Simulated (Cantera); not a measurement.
A closed system holds: 1 mol MgO, 1.2 mol SO3, 7.6 mol O2, held at 180 Torr.

Equilibrium computed with Cantera from the NASA thermochemical tables; the gas is ideal and each condensed phase is pure. Candidate condensed phases: Mg, MgO, MgS, MgSO4, S; 14 gas species. Mutual solubility and eutectic melting of coexisting phases are not modelled. Equilibrium is a limit: real reactors are often held back by kinetics, nucleation or transport.

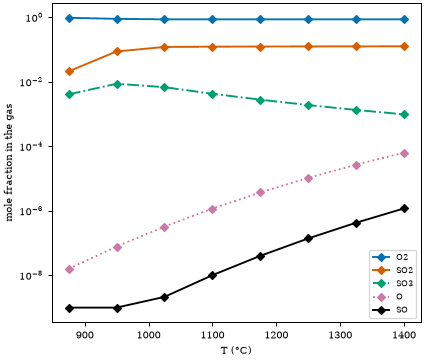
Figure. Equilibrium gas composition (values under 1e-9 drawn at 1e-9)

At 875 °C the condensed part is MgSO4(s). At 950 °C the condensed part is MgO(s) + MgSO4(s). From 1025 °C to 1400 °C the condensed part is MgO(s).
